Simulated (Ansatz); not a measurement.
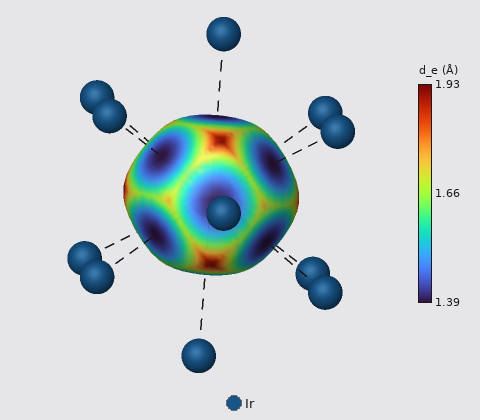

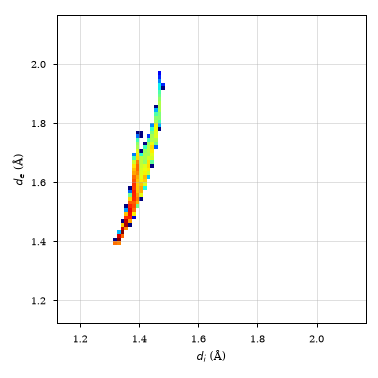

Hirshfeld surface computed for one Ir atom in Ir (Fm-3m, No. 225), coloured by d_e. Dashed lines lead to the closest neighbours outside. The second picture is its fingerprint plot, coloured by area on a logarithmic scale (blue little, red much).

The surface is where the fragment's share of the procrystal density (the sum of the densities of spherically averaged neutral Hartree-Fock atoms) equals one half. d_i and d_e are the distances from the surface to the nearest nucleus inside and outside. From Rb on the atoms have core potentials, so only their outer electrons count.

Origin of the cell: the input geometry of an electronic-structure calculation (not necessarily at equilibrium).

Space group Fm-3m (No. 225). a = 3.840 Å, b = 3.840 Å, c = 3.840 Å, α = 90.00°, β = 90.00°, γ = 90.00°
```json
{"atom": "Ir", "site": "4a", "symmetry": "m-3m", "x": "0.0000", "y": "0.0000", "z": "0.0000"}
```

Q: What is the shortest distance from the fragment to an atom outside it?

A: Ir–Ir, 2.72 Å.

Q: How is the surface shared among contacts (nearest atom inside ··· nearest atom outside)?

A: Ir···Ir 100 %. The surface faces 12 neighbours with more than 2 % of its area each: 12 Ir.

Q: Give the size and shape of the surface.

A: It encloses about 11.1 Å³, has an area of about 24 Å² and a globularity of 0.99 (1 for a sphere).

Q: Where does the fingerprint reach closest to the origin?

A: The smallest d_i + d_e is about 2.7 Å, which belongs to the shortest contact, Ir···Ir at 2.72 Å; d_e runs from 1.39 to 1.93 Å.
